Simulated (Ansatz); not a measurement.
**doublet [C6H14]+ at 6 levels**

Wanted: a comparison of 6 runs (UHF/STO-3G, UHF/6-31G*, U-revPBE/6-31G*, UBLYP/6-31G*, UB3LYP/6-31G*, UCCSD(T)/6-31G*) of doublet [C6H14]+. 

Program for the calculation: Ansatz 0.2.0.

9 further runs of the same task are left out: 9 set aside as unsound or not needed.

**1. Starting point**

The species is [C6H14]+ (20 atoms), meant as a doublet with charge +1. As SMILES of the parent species, `CC(C)C(C)C`. Geometry: relaxed at PBE0-D4/def2-TZVP. This is one conformer, not always the lowest. That shape belongs to the parent species and isn't relaxed for this state.

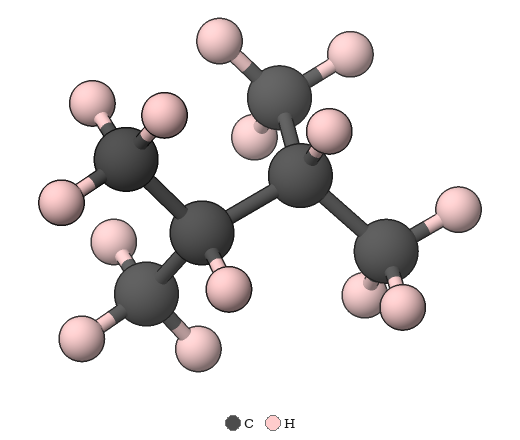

The structure, seen from a chosen angle (carbon dark grey, hydrogen pink).

**2. A single-point energy at UHF/STO-3G (run 1)**

Input file input.yaml:

```yaml
crystal:
  periodic: [false, false, false]
  atoms:
    - {symbol: C, position_ang: [-0.857600, -1.679450, -0.729610]}
    - {symbol: C, position_ang: [0.238730, -0.837190, -0.092000]}
    - {symbol: C, position_ang: [1.244120, -0.390450, -1.145430]}
    - {symbol: C, position_ang: [-0.339390, 0.321100, 0.740310]}
    - {symbol: C, position_ang: [0.718900, 0.968300, 1.622950]}
    - {symbol: C, position_ang: [-1.051610, 1.377490, -0.094470]}
    - {symbol: H, position_ang: [-1.584970, -2.016540, 0.014040]}
    - {symbol: H, position_ang: [-1.398840, -1.119050, -1.496990]}
    - {symbol: H, position_ang: [-0.437190, -2.565430, -1.212370]}
    - {symbol: H, position_ang: [0.772070, -1.481720, 0.619610]}
    - {symbol: H, position_ang: [2.058770, 0.197020, -0.716630]}
    - {symbol: H, position_ang: [1.689760, -1.257670, -1.639200]}
    - {symbol: H, position_ang: [0.765630, 0.213720, -1.921130]}
    - {symbol: H, position_ang: [-1.086620, -0.131020, 1.406270]}
    - {symbol: H, position_ang: [1.471740, 1.492530, 1.027730]}
    - {symbol: H, position_ang: [0.269050, 1.703310, 2.295370]}
    - {symbol: H, position_ang: [1.235500, 0.225040, 2.236470]}
    - {symbol: H, position_ang: [-1.835230, 0.948800, -0.722800]}
    - {symbol: H, position_ang: [-1.521190, 2.122310, 0.553000]}
    - {symbol: H, position_ang: [-0.351650, 1.908890, -0.745120]}
basis:
  gaussian:
    orbitals: STO-3G
total_charge: 1
magnetization:
  spin_polarized: true
  initial_magnetization: 1
hamiltonian:
  xc: hf
accuracy: high
output: {orbitals: {seedname: orbitals}}
```

Started as:

```console
$ ansatz run input.yaml --threads 1 --pin off --max-ram 3480MiB --events-out events.jsonl --progress --plain --runs-dir runs
```

Log:

```text
Warning: RAYON_NUM_THREADS=1 ignored (pool sized by the plan → 1); use --threads N
Functional definition: HF
  name "HF"
  exchange = exact_x
  correlation = 0
1060 factors; integrals over basis functions are off by at most 4.9e-9 eV
mean field evaluation 1: about -6318.5039 eV, gradient 1.2e1 eV
mean field evaluation 2: about -6318.9246 eV, gradient 1.2e1 eV
mean field evaluation 4: about -6320.2472 eV, gradient 1.8e0 eV
mean field evaluation 8: about -6320.3060 eV, gradient 1.2e-3 eV
mean field evaluation 16: about -6320.1233 eV, gradient 6.8e-1 eV
mean field evaluation 32: about -6320.2600 eV, gradient 4.0e-1 eV
mean field evaluation 64: about -6319.9653 eV, gradient 1.7e0 eV
mean field evaluation 96: about -6318.4998 eV, gradient 1.1e1 eV
mean field -6320.30595178 eV, -232.2669596706 hartree, gradient 1.6e-8 eV, S^2 0.755120; 2 other end points of the search recorded, 0 dependent functions left out
reference -6320.30595178 eV, -232.2669596706 hartree; 25, 24 occupied and 19, 20 virtual orbitals, 1060 factors
Total energy: -6320.30595178 eV, -232.2669596706 hartree
```

Wall time 2.1 s (1 thread of AMD EPYC 9R45 (Zen 5), shared host); peak memory 0.13 GiB.

**3. A single-point energy at UHF/6-31G(d) (spherical functions) (run 2)**

Input file molecule.yaml:

```yaml
crystal:
  periodic: [false, false, false]
  atoms:
    - symbol: C
      position_ang: [-0.857600, -1.679450, -0.729610]
    - symbol: C
      position_ang: [0.238730, -0.837190, -0.092000]
    - symbol: C
      position_ang: [1.244120, -0.390450, -1.145430]
    - symbol: C
      position_ang: [-0.339390, 0.321100, 0.740310]
    - symbol: C
      position_ang: [0.718900, 0.968300, 1.622950]
    - symbol: C
      position_ang: [-1.051610, 1.377490, -0.094470]
    - symbol: H
      position_ang: [-1.584970, -2.016540, 0.014040]
    - symbol: H
      position_ang: [-1.398840, -1.119050, -1.496990]
    - symbol: H
      position_ang: [-0.437190, -2.565430, -1.212370]
    - symbol: H
      position_ang: [0.772070, -1.481720, 0.619610]
    - symbol: H
      position_ang: [2.058770, 0.197020, -0.716630]
    - symbol: H
      position_ang: [1.689760, -1.257670, -1.639200]
    - symbol: H
      position_ang: [0.765630, 0.213720, -1.921130]
    - symbol: H
      position_ang: [-1.086620, -0.131020, 1.406270]
    - symbol: H
      position_ang: [1.471740, 1.492530, 1.027730]
    - symbol: H
      position_ang: [0.269050, 1.703310, 2.295370]
    - symbol: H
      position_ang: [1.235500, 0.225040, 2.236470]
    - symbol: H
      position_ang: [-1.835230, 0.948800, -0.722800]
    - symbol: H
      position_ang: [-1.521190, 2.122310, 0.553000]
    - symbol: H
      position_ang: [-0.351650, 1.908890, -0.745120]
basis:
  gaussian: {orbitals: 6-31G_st_-spherical.json}
magnetization: {spin_polarized: true, initial_magnetization: 1}
hamiltonian: {xc: hf}
total_charge: 1
output: {orbitals: {seedname: orbitals}}
accuracy: high
```

The basis set 6-31G* is read from a file made from the Basis Set Exchange's data (not shown).

Started as:

```console
$ ansatz run molecule.yaml --threads 1 --pin off --max-ram 3480MiB --events-out events.jsonl --progress --plain --runs-dir runs
```

Log (excerpt; [...] marks lines left out):

```text
Warning: RAYON_NUM_THREADS=1 ignored (pool sized by the plan → 1); use --threads N
[... 2 set-up lines as earlier in the session ...]
[...]
2988 factors; integrals over basis functions are off by at most 3.5e-9 eV
[...]
mean field -6394.26579293 eV, -234.9849337011 hartree, gradient 2.0e-8 eV, S^2 0.758727; 3 other end points of the search recorded, 0 dependent functions left out
reference -6394.26579293 eV, -234.9849337011 hartree; 25, 24 occupied and 87, 88 virtual orbitals, 2988 factors
Total energy: -6394.26579293 eV, -234.9849337011 hartree
```

It took 11 s on 1 thread of AMD EPYC 9R45 (Zen 5), shared host; peak memory 0.56 GiB.

Runs 3 to 4 aren't shown in full; the table further down has their settings and results.

**4. A single-point energy at UB3LYP/6-31G(d) (Cartesian functions) (run 5)**

Input file run.yaml:

```yaml
crystal:
  periodic: [false, false, false]
  atoms:
    - symbol: C
      position_ang: [-0.857600, -1.679450, -0.729610]
    - symbol: C
      position_ang: [0.238730, -0.837190, -0.092000]
    - symbol: C
      position_ang: [1.244120, -0.390450, -1.145430]
    - symbol: C
      position_ang: [-0.339390, 0.321100, 0.740310]
    - symbol: C
      position_ang: [0.718900, 0.968300, 1.622950]
    - symbol: C
      position_ang: [-1.051610, 1.377490, -0.094470]
    - symbol: H
      position_ang: [-1.584970, -2.016540, 0.014040]
    - symbol: H
      position_ang: [-1.398840, -1.119050, -1.496990]
    - symbol: H
      position_ang: [-0.437190, -2.565430, -1.212370]
    - symbol: H
      position_ang: [0.772070, -1.481720, 0.619610]
    - symbol: H
      position_ang: [2.058770, 0.197020, -0.716630]
    - symbol: H
      position_ang: [1.689760, -1.257670, -1.639200]
    - symbol: H
      position_ang: [0.765630, 0.213720, -1.921130]
    - symbol: H
      position_ang: [-1.086620, -0.131020, 1.406270]
    - symbol: H
      position_ang: [1.471740, 1.492530, 1.027730]
    - symbol: H
      position_ang: [0.269050, 1.703310, 2.295370]
    - symbol: H
      position_ang: [1.235500, 0.225040, 2.236470]
    - symbol: H
      position_ang: [-1.835230, 0.948800, -0.722800]
    - symbol: H
      position_ang: [-1.521190, 2.122310, 0.553000]
    - symbol: H
      position_ang: [-0.351650, 1.908890, -0.745120]
basis:
  gaussian:
    orbitals: "6-31G*"
output: {orbitals: {seedname: orbitals}}
hamiltonian:
  xc: {name: B3LYP}
magnetization:
  spin_polarized: true
  initial_magnetization: 1
accuracy: high
total_charge: 1
```

Started as:

```console
$ ansatz run run.yaml --threads 1 --pin off --max-ram 3480MiB --events-out events.jsonl --progress --plain --runs-dir runs
```

Log (excerpt; [...] marks lines left out):

```text
Warning: RAYON_NUM_THREADS=1 ignored (pool sized by the plan → 1); use --threads N
Functional definition: B3LYP
  name "B3LYP"
[...]
3025 factors; integrals over basis functions are off by at most 3.5e-9 eV
[...]
mean field -6440.96908956 eV, -236.7012481955 hartree, gradient 4.8e-8 eV, S^2 0.751791; 8 other end points of the search recorded, 0 dependent functions left out
reference -6440.96912837 eV, -236.7012496218 hartree; 25, 24 occupied and 93, 94 virtual orbitals, 3025 factors
Total energy: -6440.96912837 eV, -236.7012496218 hartree
```

Wall time 47 s (1 thread of AMD EPYC 9R45 (Zen 5), shared host); peak memory 0.76 GiB.

**5. The energy at UCCSD(T)/6-31G(d) (spherical functions) (run 6)**

Input file in.yaml:

```yaml
crystal:
  periodic: [false, false, false]
  atoms:
    - {symbol: C, position_ang: [-0.857600, -1.679450, -0.729610]}
    - {symbol: C, position_ang: [0.238730, -0.837190, -0.092000]}
    - {symbol: C, position_ang: [1.244120, -0.390450, -1.145430]}
    - {symbol: C, position_ang: [-0.339390, 0.321100, 0.740310]}
    - {symbol: C, position_ang: [0.718900, 0.968300, 1.622950]}
    - {symbol: C, position_ang: [-1.051610, 1.377490, -0.094470]}
    - {symbol: H, position_ang: [-1.584970, -2.016540, 0.014040]}
    - {symbol: H, position_ang: [-1.398840, -1.119050, -1.496990]}
    - {symbol: H, position_ang: [-0.437190, -2.565430, -1.212370]}
    - {symbol: H, position_ang: [0.772070, -1.481720, 0.619610]}
    - {symbol: H, position_ang: [2.058770, 0.197020, -0.716630]}
    - {symbol: H, position_ang: [1.689760, -1.257670, -1.639200]}
    - {symbol: H, position_ang: [0.765630, 0.213720, -1.921130]}
    - {symbol: H, position_ang: [-1.086620, -0.131020, 1.406270]}
    - {symbol: H, position_ang: [1.471740, 1.492530, 1.027730]}
    - {symbol: H, position_ang: [0.269050, 1.703310, 2.295370]}
    - {symbol: H, position_ang: [1.235500, 0.225040, 2.236470]}
    - {symbol: H, position_ang: [-1.835230, 0.948800, -0.722800]}
    - {symbol: H, position_ang: [-1.521190, 2.122310, 0.553000]}
    - {symbol: H, position_ang: [-0.351650, 1.908890, -0.745120]}
basis:
  gaussian: {orbitals: 6-31G_st_-spherical.json}
total_charge: 1
magnetization: {spin_polarized: true, initial_magnetization: 1}
correlation: {method: ccsd_t, frozen_orbitals: {C: 1, H: 0}}
accuracy: high
scf: {omitted_lower_state_checks: [cluster_reference, increment]}
```

The basis set 6-31G* is read from a file made from the Basis Set Exchange's data (not shown).

Started as:

```console
$ ansatz run in.yaml --threads 1 --pin off --max-ram 3480MiB --events-out events.jsonl --progress --plain --runs-dir runs
```

Log (excerpt; [...] marks lines left out):

```text
Warning: RAYON_NUM_THREADS=1 ignored (pool sized by the plan → 1); use --threads N
[... 2 set-up lines as earlier in the session ...]
[...]
2988 factors; integrals over basis functions are off by at most 3.5e-9 eV
[...]
mean field -6394.26579293 eV, -234.9849337011 hartree, gradient 2.0e-8 eV, S^2 0.758727; 8 other end points of the search recorded, 0 dependent functions left out
6 core orbitals not correlated: weight in the atoms' cores, before any rotation towards them, 1.000 or more for the frozen orbitals, at most 0.000 for the correlated occupied ones
reference -6394.26579293 eV, -234.9849337011 hartree; 19, 18 occupied and 87, 88 virtual orbitals, 2988 factors
second order -21.04675473 eV of doubles, -0.00000000 eV of singles
cycle   1  -22.43649320 eV  change    -1.4e0 eV  update   1.2e-1
[...]
cycle  40  -23.29499171 eV  change    1.7e-9 eV  update   4.0e-9
perturbative correction -0.71061312 eV, -0.0261145504 hartree
Total energy: -6418.27139776 eV, -235.8671234072 hartree
Checks for a lower state left out: cluster_reference, increment
```

It took 3.5 min on 1 thread of AMD EPYC 9R45 (Zen 5), shared host; peak memory 2.9 GiB.

**6. Overview of the runs**

| run | level | Cartesian functions | frozen core orbitals | energy (Eh) | HOMO energy (eV) | LUMO energy (eV) | ⟨S²⟩ | wall time |
| --- | --- | --- | --- | --- | --- | --- | --- | --- |
| 1 | UHF/STO-3G | no | – | -232.266960 | -17.52 | -8.24 | 0.755 | 2.1 s |
| 2 | UHF/6-31G* (spherical functions) | no | – | -234.984934 | -17.98 | -8.43 | 0.759 | 11 s |
| 3 | U-revPBE/6-31G* (spherical functions) | no | – | -236.621760 | -12.87 | -12.72 | 0.751 | 21 s |
| 4 | UBLYP/6-31G* (spherical functions) | no | – | -236.534073 | -12.78 | -12.65 | 0.751 | 23 s |
| 5 | UB3LYP/6-31G* (Cartesian functions) | yes | – | -236.701250 | -14.14 | -12.49 | 0.752 | 47 s |
| 6 | UCCSD(T)/6-31G* (spherical functions) | no | 6 | -235.867123 | – | – | 0.759 | 3.5 min |

**7. What came out**

| quantity | value |
| --- | --- |
| run 6: total energy | -235.86712 Eh |
| run 6: correlation energy (6 core orbitals frozen) | -882.2 mEh |
| run 6: (T) correction | -26.11 mEh |
| run 6: ⟨S²⟩ of the reference determinant | 0.759 |
| run 6: T1 diagnostic | 0.019 |

**Reading.** Totals of different functionals can't be ranked against each other. In run 1 the basis is minimal, so the values are rough. All runs together took 5.2 min, the longest 3.5 min.
